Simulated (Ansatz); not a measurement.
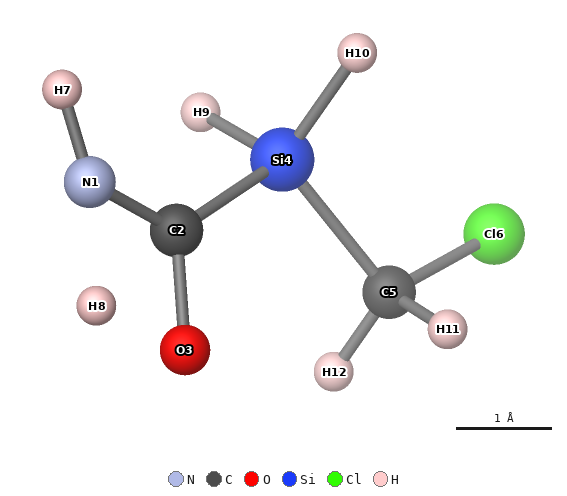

The structure as given in the input (ball-and-stick view, seen at a tilt; atoms are numbered from 1 in the order of the input).

# Phonon calculation of C2H6ClNOSi

The run: phonon calculation of C2H6ClNOSi. Method and program: RKS B3LYP-D4/def2-SVP (Ansatz 0.2.0).

It belongs to a series of runs on one base structure; here: vibrations at the highest image of the band. Figures and captions count atoms from 1; the log counts them from 0 in places.

Output
```
Engine: ansatz 0.2.0, aarch64-unknown-linux-gnu
Functional definition: B3LYP
  parameter a0 = 0.2
  parameter ax = 0.72
  parameter ac = 0.81
  exchange = (1 - a0 - ax)*slater_x + ax*b88_x + a0*exact_x
  correlation = (1 - ac)*vwn_rpa_c + ac*lyp_c
1311 factors; integrals over basis functions are off by at most 3.9e-4 eV
mean field evaluation 1: about -26089.9429 eV, gradient 6.1e1 eV
mean field evaluation 2: about -26082.1679 eV, gradient 8.5e1 eV
mean field evaluation 4: about -26097.5811 eV, gradient 7.7e0 eV
mean field evaluation 8: about -26097.7186 eV, gradient 6.4e-1 eV
mean field evaluation 16: about -26097.7197 eV, gradient 1.2e-5 eV
mean field -26097.71965031 eV, -959.0735074792 hartree, gradient 1.2e-5 eV, S^2 0.000000; 0 other end points of the search recorded, 0 dependent functions left out
the calculation of the forces begins
reference -26097.71992334 eV, -959.0735175129 hartree; 32, 32 occupied and 90, 90 virtual orbitals, 1311 factors
these checks for a lower state are left out or cut short: stability, starts, cluster_reference, orbital_swaps, neighbouring_geometries, increment
1311 factors; integrals over basis functions are off by at most 3.9e-4 eV
mean field -26097.71952132 eV, -959.0735027390 hartree, gradient 1.2e-6 eV, S^2 0.000000; 0 other end points of the search recorded, 0 dependent functions left out
[... from here on the field's lines of each further geometry are left out, up to the last ...]
the calculation of the forces begins
reference -26097.71990759 eV, -959.0735169339 hartree; 32, 32 occupied and 90, 90 virtual orbitals, 1311 factors
these checks for a lower state are left out or cut short: stability, starts, cluster_reference, orbital_swaps, neighbouring_geometries, increment
1311 factors; integrals over basis functions are off by at most 3.9e-4 eV
mean field -26097.71963740 eV, -959.0735070049 hartree, gradient 1.7e-6 eV, S^2 0.000000; 0 other end points of the search recorded, 0 dependent functions left out
the calculation of the forces begins
reference -26097.71991044 eV, -959.0735170386 hartree; 32, 32 occupied and 90, 90 virtual orbitals, 1311 factors
WARN: phonons: modes at or below zero, which the zero-point energy, F, S and C_V leave out: 2, the lowest at -1885.82 cm⁻¹. A minimum has none, and a first-order saddle one
Total energy: -26098.17522205 eV, -959.0902494317 hartree
Atom 0 at     2.157164     0.862400    -0.854414 Å, force     0.002638    -0.001979    -0.038774 eV/Å
Atom 1 at     1.034406     0.235177    -0.625719 Å, force    -0.028920    -0.023673     0.003711 eV/Å
Atom 2 at     0.842077    -0.583622    -1.606904 Å, force     0.019133     0.008020    -0.006207 eV/Å
Atom 3 at    -0.243357     0.321151     0.794101 Å, force    -0.010499     0.009046     0.031768 eV/Å
Atom 4 at    -1.644983    -0.847515     0.317547 Å, force    -0.011406    -0.012765    -0.010429 eV/Å
Atom 5 at    -2.918049    -0.831651     1.606369 Å, force     0.008940     0.003635    -0.003254 eV/Å
Atom 6 at     2.573959     1.579251    -0.265528 Å, force     0.015609     0.011862     0.011649 eV/Å
Atom 7 at     1.987233     0.026517    -1.888793 Å, force    -0.002884     0.002782     0.020081 eV/Å
Atom 8 at     0.410417    -0.110944     2.057765 Å, force     0.006972    -0.002046    -0.000431 eV/Å
Atom 9 at    -0.730053     1.719713     0.929349 Å, force     0.005148     0.005187    -0.005906 eV/Å
Atom 10 at    -2.109924    -0.547231    -0.631977 Å, force    -0.004551    -0.001142    -0.000030 eV/Å
Atom 11 at    -1.281888    -1.878442     0.202202 Å, force    -0.000182     0.001074    -0.002177 eV/Å
Dipole moment:     0.254216     0.286277     0.142974 e Å
Vibrations: -1885.82 -45.57 60.84 87.16 192.17 277.78 345.39 479.55 492.37 502.77 663.88 706.73 766.12 824.83 827.25 937.95 953.92 1092.83 1122.60 1152.65 1185.50 1413.84 1468.03 1577.62 2092.30 2249.35 2254.17 3086.54 3154.03 3576.38 cm⁻¹, zero-point energy 2.079497 eV
```

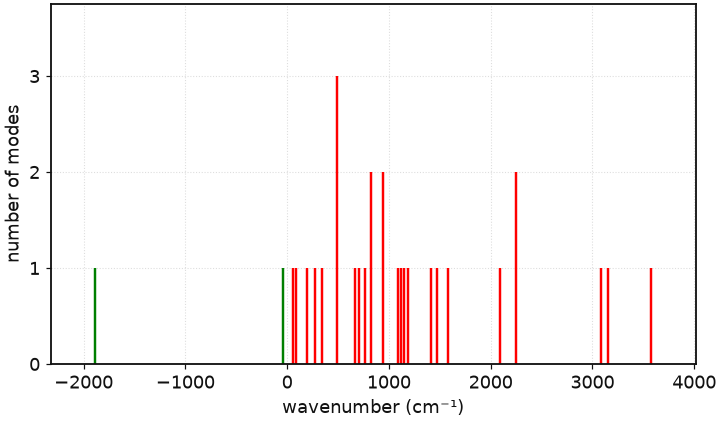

Harmonic vibrational wavenumbers from the force constants; neighbouring modes closer than 25 cm⁻¹ are counted in one stick, and imaginary ones are drawn at negative wavenumbers. 30 modes from 1886i to 3576 cm⁻¹, 2 imaginary beyond 8i (1886i, 45i cm⁻¹): not a minimum.

The run was set up as follows.

The input
```yaml
crystal:
  periodic: [false, false, false]
  atoms:
    - { symbol: "N", position_ang: [2.157164, 0.8624, -0.854414] }
    - { symbol: C, position_ang: [1.034406, 0.235177, -0.625719] }
    - { symbol: O, position_ang: [0.842077, -0.583622, -1.606904] }
    - { symbol: Si, position_ang: [-0.243357, 0.321151, 0.794101] }
    - { symbol: C, position_ang: [-1.644983, -0.847515, 0.317547] }
    - { symbol: Cl, position_ang: [-2.918049, -0.831651, 1.606369] }
    - { symbol: H, position_ang: [2.573959, 1.579251, -0.265528] }
    - { symbol: H, position_ang: [1.987233, 0.026517, -1.888793] }
    - { symbol: H, position_ang: [0.410417, -0.110944, 2.057765] }
    - { symbol: H, position_ang: [-0.730053, 1.719713, 0.929349] }
    - { symbol: H, position_ang: [-2.109924, -0.547231, -0.631977] }
    - { symbol: H, position_ang: [-1.281888, -1.878442, 0.202202] }
basis:
  gaussian: { orbitals: def2-SVP }
hamiltonian:
  xc: b3lyp
  dispersion: d4
phonons: {}
```

Run as:
```bash
ansatz run input.yaml --threads 2 --pin off --max-ram 3072MiB --backend cpu --events-out ev --progress --plain --runs-dir out
```

Results in brief

- outcome: converged
- total energy: −26098.1752 eV
- mean-field energy: −26097.7199 eV
- largest force (length of the vector): 0.039 eV/Å
- hardware: 2 threads of Arm Neoverse V1, 24 GiB of memory available, shared host
- wall time: 3 min (CPU time 5.9 min)
- peak memory: 0.3 GiB
